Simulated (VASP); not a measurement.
Band structure of MoS₂ (space group P6_3/mmc). These are PBE GGA with D3 dispersion (Becke-Johnson damping), VASP's PBE PAW potentials (set 64) (plane waves; VASP) values and carry that method's errors.

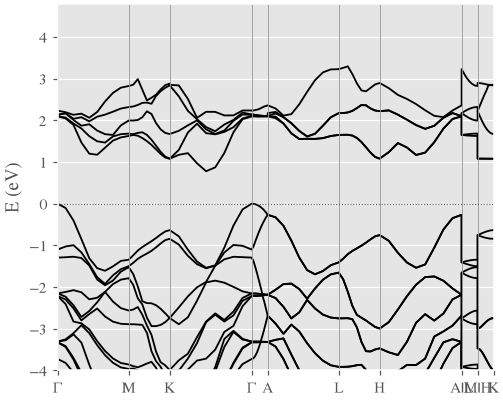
*Bands along high-symmetry lines, zero at the valence-band maximum or, without a gap, the Fermi level*

Task: Read the plot: is there a gap, and where are the band edges?

Result: The gap is indirect, 0.78 eV, from the valence maximum at Γ to the conduction minimum at K-Γ at 0.44. (Edges off the drawn lines would not show.)

The structure comes from a measured MoS2 entry (P6_3/mmc) of the Crystallography Open Database, whose conditions weren't checked. It was relaxed first.
